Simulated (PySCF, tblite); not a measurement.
# C7H5BrO: excited states, first hyperpolarisability

Wanted: excited states, first hyperpolarisability for C7H5BrO (`O=c1cccc(Br)cc1`).

Computed with tblite 0.8.0 and PySCF 2.14.0 and routines of our own; the level stands in each step. Atoms count from 0.

## (1) The system as given

14 atoms, charge 0, multiplicity 1; geometry from: force field or distance geometry start.

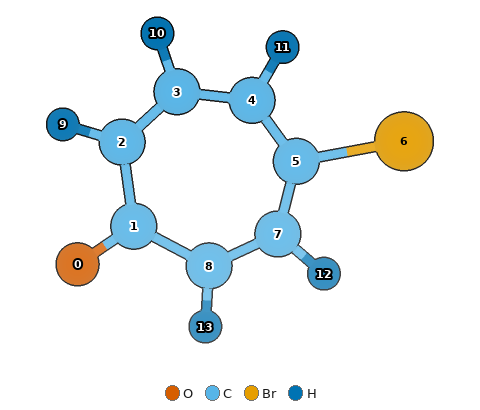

The starting geometry (oxygen orange, carbon blue, bromine amber, hydrogen blue).

## (2) Optimising the geometry with GFN2-xTB

What the job is given:

```
{"job": {"kind": "relax", "xc": "GFN2-xTB", "basis": "xTB"}, "charge": 0, "multiplicity": 1}
O     -2.786200     0.590800    -0.419000
C     -1.624700     0.335300    -0.252600
C     -1.255600    -1.140200    -0.167900
C     -0.034900    -1.609900     0.006500
C      1.117100    -0.955000     0.182000
C      1.426600     0.356000     0.200100
Br     3.297500     0.751000     0.466400
C      0.645400     1.441000     0.076700
C     -0.675900     1.506500    -0.120400
H     -2.095000    -1.834300    -0.278200
H      0.036600    -2.709300     0.038800
H      1.964300    -1.634700     0.309600
H      1.122800     2.413400     0.140800
H     -1.138600     2.489100    -0.204900
```

Command:

```console
OMP_NUM_THREADS=1 python excited_run.py task.json out
```

This one command runs all jobs of the session in turn.

Standard output:

```text
step      E/eV     max force
  0    -696.46927    3.831
  1    -696.77771    2.272
  2    -696.89289    1.064
  3    -696.94528    0.745
  4    -696.99204    0.680
  5    -697.02169    0.484
  6    -697.03293    0.365
  7    -697.04370    0.387
  8    -697.04997    0.236
  9    -697.05264    0.099
 10    -697.05312    0.063
 11    -697.05340    0.057
 12    -697.05390    0.070
 13    -697.05440    0.061
 14    -697.05467    0.033
 15    -697.05475    0.019
 16    -697.05477    0.012
 17    -697.05478    0.009
```

It took 0.21 s on 1 thread of Arm Neoverse N1, shared host.

Relaxation path:

```csv
step,energy from step 0 (eV),largest force (eV/Å)
0,0.0000,3.8308
1,-0.3084,2.2717
2,-0.4236,1.0636
3,-0.4760,0.7454
4,-0.5228,0.6803
5,-0.5524,0.4839
6,-0.5637,0.3649
7,-0.5744,0.3870
8,-0.5807,0.2359
9,-0.5834,0.0989
10,-0.5838,0.0631
11,-0.5841,0.0569
12,-0.5846,0.0698
13,-0.5851,0.0610
14,-0.5854,0.0331
15,-0.5855,0.0190
16,-0.5855,0.0121
17,-0.5855,0.0091
```

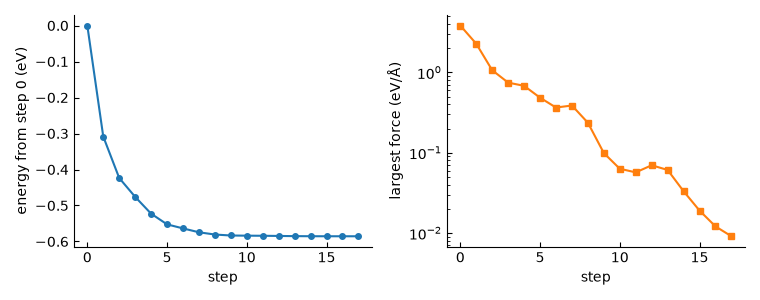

Energy and force, step by step.

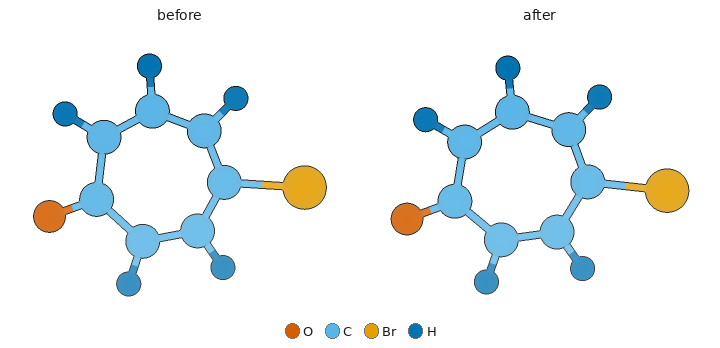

The geometry before (left) and after (right).

Close pairs (by a distance rule), those that changed most:

```csv
bond,before (Å),after (Å),change (Å)
C3–C4,1.337,1.419,+0.082
C5–C7,1.343,1.423,+0.080
C1–C2,1.523,1.461,-0.062
C1–C8,1.513,1.465,-0.048
C2–C3,1.320,1.351,+0.032
O0–C1,1.201,1.223,+0.022
C3–H10,1.102,1.084,-0.019
C5–Br6,1.931,1.915,-0.015
```

The end geometry stands in the next job.

## (3) Harmonic vibrations with GFN2-xTB

What the job is given:

```
{"job": {"kind": "ir", "xc": "GFN2-xTB", "basis": "xTB"}, "charge": 0, "multiplicity": 1}
O     -2.856198     0.614201    -0.432361
C     -1.676411     0.345259    -0.253648
C     -1.261068    -1.052980    -0.172080
C     -0.045231    -1.612639     0.013731
C      1.222926    -1.001351     0.190817
C      1.504585     0.326362     0.215097
Br     3.340846     0.804960     0.475096
C      0.625747     1.436599     0.072989
C     -0.707907     1.436347    -0.124443
H     -2.104723    -1.724018    -0.285917
H     -0.012531    -2.695588     0.033021
H      2.051383    -1.685384     0.320412
H      1.109129     2.404641     0.133606
H     -1.191226     2.403119    -0.208487
```

Standard output:

```text
mode    cm-1     km/mol
  1      24.9     11.32
  2     136.7      0.04
  3     216.5      4.77
  4     243.4      4.02
  5     255.1      0.21
  6     324.4      0.01
  7     374.2      3.94
  8     440.8      4.57
  9     526.2      1.44
 10     538.4      5.79
 11     615.4      3.63
 12     730.4      4.56
 13     802.6     16.00
 14     822.7     15.54
 15     829.5     42.79
 16     848.9      5.05
 17     894.0      5.41
 18     943.2      0.02
 19     963.4      0.09
 20     988.1     14.57
 21    1081.9     11.66
 22    1222.2     10.60
 23    1251.3      3.30
 24    1286.5      6.16
 25    1338.4      4.36
 26    1377.2      0.69
 27    1410.0     17.00
 28    1518.4    228.64
 29    1612.1     35.27
 30    1620.4     11.14
 31    1650.9    447.14
 32    3045.9      7.99
 33    3047.3      8.51
 34    3061.1     13.37
 35    3061.7      3.70
 36    3073.1      6.91
```

Wall time 0.76 s (1 thread of Arm Neoverse N1, shared host).

Which atoms move in the most intense modes:

```csv
cm⁻¹,km/mol,atoms
803,16.0,"H10 25 %, H9 18 %, H11 18 %"
823,15.5,"C2 35 %, C8 24 %, C4 19 %"
830,42.8,"H12 25 %, C1 18 %, H13 18 %, H11 11 %"
988,14.6,"C5 31 %, C7 14 %, C4 11 %"
1410,17.0,"H10 13 %, H11 12 %"
1518,228.6,"C4 36 %, C5 32 %, C3 12 %"
1612,35.3,"C7 40 %, C8 39 %"
1651,447.1,"C1 58 %, O0 33 %"
```

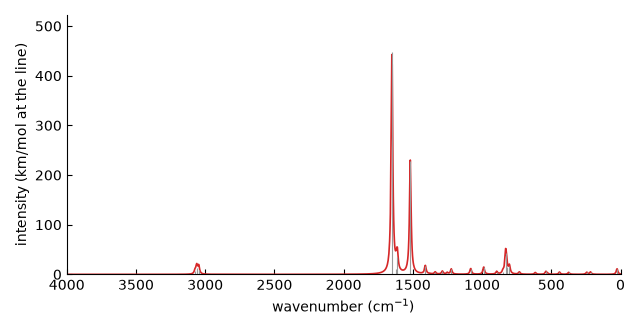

The infrared spectrum from these modes, unscaled. Lines are broadened to a width of 14 cm⁻¹ (Lorentzian).

## (4) Excited states: TDA CAM-B3LYP/def2-SVPD

Settings changed since step 3:

```diff
@@ -1,2 +1,2 @@
-{"job": {"kind": "ir", "xc": "GFN2-xTB", "basis": "xTB"}, "charge": 0, "multiplicity": 1}
+{"job": {"kind": "states", "xc": "CAM-B3LYP", "basis": "def2-SVPD", "tda": true, "soc": true, "nstates": 8, "ntriplets": 6, "nquad": 4}, "charge": 0, "multiplicity": 1}
 O     -2.856198     0.614201    -0.432361
```

Level: TDA CAM-B3LYP/def2-SVPD excited states, vertical, gas phase, spin-orbit mean-field couplings.

Standard output:

```text
coarse grid: 61136 points
cycle   1  E = -2918.3041652171  dE =  8.101e-01  |g| = 8.840e-01  |ddm| = 1.223e+01
cycle   2  E = -2915.7467732859  dE =  2.557e+00  |g| = 2.774e+00  |ddm| = 4.578e+00
cycle   3  E = -2918.4266845106  dE = -2.680e+00  |g| = 4.426e-01  |ddm| = 4.221e+00
cycle   4  E = -2918.4787531912  dE = -5.207e-02  |g| = 1.917e-01  |ddm| = 1.482e+00
cycle   5  E = -2918.4869212349  dE = -8.168e-03  |g| = 6.706e-02  |ddm| = 7.276e-01
cycle   6  E = -2918.4882682603  dE = -1.347e-03  |g| = 2.148e-02  |ddm| = 2.202e-01
cycle   7  E = -2918.4884230383  dE = -1.548e-04  |g| = 7.062e-03  |ddm| = 9.799e-02
cycle   8  E = -2918.4884444868  dE = -2.145e-05  |g| = 4.484e-03  |ddm| = 4.393e-02
cycle   9  E = -2918.4884532212  dE = -8.734e-06  |g| = 1.885e-03  |ddm| = 2.344e-02
final grid: 129600 points
cycle  10  E = -2918.4884656930  dE = -4.704e-07  |g| = 2.508e-03  |ddm| = 1.656e-02
cycle  11  E = -2918.4884638101  dE =  1.883e-06  |g| = 4.206e-03  |ddm| = 1.272e-02
cycle  12  E = -2918.4884672829  dE = -3.473e-06  |g| = 2.411e-04  |ddm| = 7.782e-03
cycle  13  E = -2918.4884673170  dE = -3.405e-08  |g| = 2.007e-04  |ddm| = 1.116e-03
cycle  14  E = -2918.4884673413  dE = -2.432e-08  |g| = 4.859e-05  |ddm| = 1.359e-03
cycle  15  E = -2918.4884673421  dE = -8.349e-10  |g| = 1.243e-05  |ddm| = 2.584e-04
converged SCF energy = -2918.4884673421

Singlet excitations
state   eV       nm        f     d(h-e)  d(exc)  Lambda  PR(NTO)  |dmu|/D   mu/D   main configurations
  1   3.9643   312.8   0.00000   1.428   2.783   0.444   1.005    3.255    0.890   H-1->L+1 0.95
  2   4.0985   302.5   0.14224   0.429   3.199   0.757   1.084    0.830    2.528   H->L 0.94
  3   4.1288   300.3   0.00002   2.340   3.463   0.269   1.005    4.455    1.446   H-1->L 0.97
  4   4.8040   258.1   0.13122   0.608   3.229   0.683   1.671    1.672    4.893   H->L+1 0.72, H-2->L 0.15, H-4->L 0.10
  5   5.3343   232.4   0.00016   1.581   3.605   0.403   1.024                     H->L+2 0.85
  6   5.5924   221.7   0.00013   2.778   3.810   0.241   1.006                     H-3->L 0.98
  7   5.7925   214.0   0.26170   1.833   3.679   0.592   1.173                     H-2->L 0.72, H-4->L 0.18
  8   6.4692   191.7   0.01891   0.446   2.705   0.491   1.326                     H-3->L+2 0.76, H-2->L+1 0.09

Triplet excitations (Tamm-Dancoff)
state   eV     d(h-e)  d(exc)  Lambda  PR(NTO)   main configurations
  1   2.3235   0.244   2.912   0.758   1.084   H->L 0.93
  2   3.1878   0.029   2.913   0.691   1.203   H->L+1 0.83
  3   3.4800   1.384   2.729   0.443   1.006   H-1->L+1 0.94
  4   3.9565   2.267   3.411   0.270   1.007   H-1->L 0.97
  5   4.3154   0.344   2.842   0.624   1.265   H-2->L 0.54, H-4->L 0.28, H->L+1 0.08
  6   4.8624   0.553   2.720   0.679   2.012   H-4->L 0.38, H-4->L+1 0.17, H-2->L+1 0.17
S1 - T1 = 1.6409 eV

Spin-orbit couplings |<S|Hso|T>| (cm-1)
             T1       T2       T3       T4       T5       T6
S0        0.520    0.961   48.632   16.074    1.601    9.429
S1        1.550   23.627    0.015    0.478    6.747   11.913
S2        0.113    0.168    1.491   11.589    0.442    0.538
S3       10.583    1.573    0.574    0.275   27.401   38.863
S4        0.709    0.068   12.640   12.523    0.069    0.302
S5      104.790   29.793    0.459    1.559   23.924   57.472
S6      293.065   37.871    3.218    5.118  337.555  465.794
S7        0.333    0.113    5.230   71.036    1.041    0.900
S8        8.534    3.691    9.958   14.813    2.104    4.296
T1 sublevels (cm-1): 0.000 2.811 3.260   radiative rates (1/s): 1.55 0.518 1.07
```

Wall time 2 min (1 thread of Arm Neoverse N1, shared host); peak memory 1.3 GiB.

From this job:

```csv
quantity,value
S1 less T1,1.64 eV
```

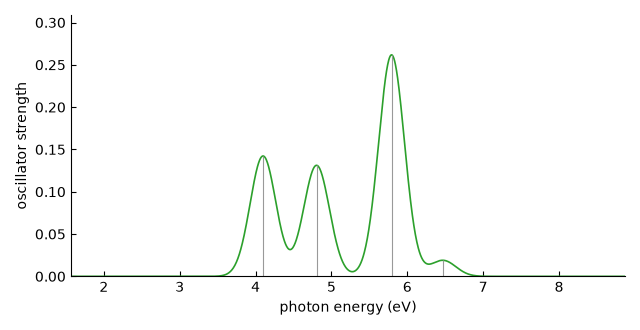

Absorption lines of the singlets. Lines are broadened to a width of 0.40 eV (Gaussian).

## (5) Excited states: TDDFT CAM-B3LYP/def2-SVPD

Settings changed since step 4:

```diff
@@ -1,2 +1,2 @@
-{"job": {"kind": "states", "xc": "CAM-B3LYP", "basis": "def2-SVPD", "tda": true, "soc": true, "nstates": 8, "ntriplets": 6, "nquad": 4}, "charge": 0, "multiplicity": 1}
+{"job": {"kind": "states", "xc": "CAM-B3LYP", "basis": "def2-SVPD", "tpa": true, "nstates": 6, "nquad": 5, "ntriplets": 0}, "charge": 0, "multiplicity": 1}
 O     -2.856198     0.614201    -0.432361
```

Level: TDDFT CAM-B3LYP/def2-SVPD excited states, vertical, gas phase, two-photon moments by quadratic response.

Standard output:

```text
coarse grid: 61136 points
cycle   1  E = -2918.3041652171  dE =  8.101e-01  |g| = 8.840e-01  |ddm| = 1.223e+01
cycle   2  E = -2915.7467732859  dE =  2.557e+00  |g| = 2.774e+00  |ddm| = 4.578e+00
cycle   3  E = -2918.4266845106  dE = -2.680e+00  |g| = 4.426e-01  |ddm| = 4.221e+00
cycle   4  E = -2918.4787531912  dE = -5.207e-02  |g| = 1.917e-01  |ddm| = 1.482e+00
cycle   5  E = -2918.4869212349  dE = -8.168e-03  |g| = 6.706e-02  |ddm| = 7.276e-01
cycle   6  E = -2918.4882682603  dE = -1.347e-03  |g| = 2.148e-02  |ddm| = 2.202e-01
cycle   7  E = -2918.4884230383  dE = -1.548e-04  |g| = 7.062e-03  |ddm| = 9.799e-02
cycle   8  E = -2918.4884444868  dE = -2.145e-05  |g| = 4.484e-03  |ddm| = 4.393e-02
cycle   9  E = -2918.4884532212  dE = -8.734e-06  |g| = 1.885e-03  |ddm| = 2.344e-02
final grid: 129600 points
cycle  10  E = -2918.4884656930  dE = -4.704e-07  |g| = 2.508e-03  |ddm| = 1.656e-02
cycle  11  E = -2918.4884638101  dE =  1.883e-06  |g| = 4.206e-03  |ddm| = 1.272e-02
cycle  12  E = -2918.4884672829  dE = -3.473e-06  |g| = 2.411e-04  |ddm| = 7.782e-03
cycle  13  E = -2918.4884673170  dE = -3.405e-08  |g| = 2.007e-04  |ddm| = 1.116e-03
cycle  14  E = -2918.4884673413  dE = -2.432e-08  |g| = 4.859e-05  |ddm| = 1.359e-03
cycle  15  E = -2918.4884673421  dE = -8.349e-10  |g| = 1.243e-05  |ddm| = 2.584e-04
converged SCF energy = -2918.4884673421

Singlet excitations
state   eV       nm        f     d(h-e)  d(exc)  Lambda  PR(NTO)  |dmu|/D   mu/D   delta(TPA)   sigma/GM   main configurations
  1   3.8333   323.4   0.09531   0.401   3.172   0.752   1.127    0.792    2.561        7.82      0.042   H->L 0.97
  2   3.9387   314.8   0.00000   1.430   2.789   0.444   1.007    3.286    0.888        0.00      0.000   H-1->L+1 0.95
  3   4.1147   301.3   0.00001   2.344   3.466   0.269   1.006    4.455    1.449        0.18      0.001   H-1->L 0.97
  4   4.6587   266.1   0.13741   0.578   3.198   0.684   1.623    1.688    4.940      151.05      1.201   H->L+1 0.81, H-2->L 0.10
  5   5.3049   233.7   0.00001   1.578   3.600   0.403   1.027    5.001    3.029        0.92      0.009   H->L+2 0.85
  6   5.5874   221.9   0.00013   2.782   3.811   0.241   1.006                                            H-3->L 0.98
```

Wall time 2.4 min (1 thread of Arm Neoverse N1, shared host); peak memory 1.3 GiB.

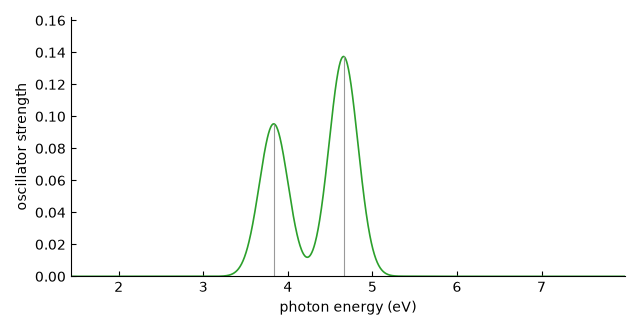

Absorption lines of the singlets. Lines are broadened to a width of 0.40 eV (Gaussian).

## (6) First hyperpolarisability: quadratic response B3LYP/def2-SVPD

Settings changed since step 5:

```diff
@@ -1,2 +1,2 @@
-{"job": {"kind": "states", "xc": "CAM-B3LYP", "basis": "def2-SVPD", "tpa": true, "nstates": 6, "nquad": 5, "ntriplets": 0}, "charge": 0, "multiplicity": 1}
+{"job": {"kind": "beta", "xc": "B3LYP", "basis": "def2-SVPD", "wavelengths": [1907, 1064]}, "charge": 0, "multiplicity": 1}
 O     -2.856198     0.614201    -0.432361
```

With the program's defaults for keys left out, this is: quadratic response B3LYP/def2-SVPD first hyperpolarisability, Taylor convention, gas phase.

Standard output:

```text
coarse grid: 61136 points
cycle   1  E = -2918.4125664272  dE =  4.847e-01  |g| = 8.582e-01  |ddm| = 1.304e+01
cycle   2  E = -2915.2881361644  dE =  3.124e+00  |g| = 2.930e+00  |ddm| = 4.519e+00
cycle   3  E = -2918.4716266763  dE = -3.183e+00  |g| = 5.761e-01  |ddm| = 4.400e+00
cycle   4  E = -2918.5619925735  dE = -9.037e-02  |g| = 2.357e-01  |ddm| = 1.976e+00
cycle   5  E = -2918.5686342097  dE = -6.642e-03  |g| = 1.613e-01  |ddm| = 9.948e-01
cycle   6  E = -2918.5758784165  dE = -7.244e-03  |g| = 3.213e-02  |ddm| = 4.618e-01
cycle   7  E = -2918.5761347318  dE = -2.563e-04  |g| = 1.294e-02  |ddm| = 1.691e-01
cycle   8  E = -2918.5761773329  dE = -4.260e-05  |g| = 4.630e-03  |ddm| = 6.154e-02
cycle   9  E = -2918.5761830593  dE = -5.726e-06  |g| = 1.551e-03  |ddm| = 1.565e-02
final grid: 129600 points
cycle  10  E = -2918.5762141599  dE =  6.422e-07  |g| = 2.360e-03  |ddm| = 2.652e-02
cycle  11  E = -2918.5762103925  dE =  3.767e-06  |g| = 4.519e-03  |ddm| = 1.635e-02
cycle  12  E = -2918.5762153591  dE = -4.967e-06  |g| = 7.126e-04  |ddm| = 1.094e-02
cycle  13  E = -2918.5762154607  dE = -1.016e-07  |g| = 1.430e-04  |ddm| = 1.535e-03
cycle  14  E = -2918.5762154658  dE = -5.034e-09  |g| = 2.118e-05  |ddm| = 4.434e-04
cycle  15  E = -2918.5762154659  dE = -1.196e-10  |g| = 1.031e-05  |ddm| = 8.644e-05
converged SCF energy = -2918.5762154659

Lowest singlets (eV, f): 3.2768 0.0000  3.6013 0.0837  3.6358 0.0000

First hyperpolarisability (au)
process     nm      |vector|   parallel      HRS      DR
static         -      232.50      95.71     124.13   2.851
shg       1907.0      291.22      123.4     147.86    3.06
eope      1907.0      250.63     104.29          -       -
shg       1064.0      485.32     213.38      227.2   3.467
eope      1064.0      295.85     125.58          -       -
```

Run time: 84 s. Hardware: 1 thread of Arm Neoverse N1, shared host; peak memory 1.1 GiB.

## (7) Results

| quantity | value |
| --- | --- |
| strongest single infrared mode (GFN2-xTB) | 1651 cm⁻¹, 447 km/mol |
| zero-point energy (GFN2-xTB) | 60.3 kcal/mol |
| S1 less T1 (step 4, TDA CAM-B3LYP/def2-SVPD) | 1.64 eV |
| β vector (step 6, quadratic response B3LYP/def2-SVPD) | static 232, SHG 1907.0 nm 291, SHG 1064.0 nm 485 au |

What this shows: All 36 modes are real, so the xTB geometry is a minimum. The strongest single mode, at 1651 cm⁻¹, moves mainly C1 and O0. GFN2-xTB is a fitted tight-binding method: band positions and strengths are rough. Its intensities can rank the bands wrongly. Scalar relativity is left out for the heavy atoms. In step 4, the number of triplets below S1 is 4, and the largest singlet-triplet spin-orbit coupling is S6–T6, 465.79 cm⁻¹. Steps that list no spin-orbit terms leave them out, which matters at and beside the heavy atoms. β grows from 232 au (static) to 485 au for doubling at 1064.0 nm: normal dispersion, which grows as twice the photon energy moves toward the bright states.
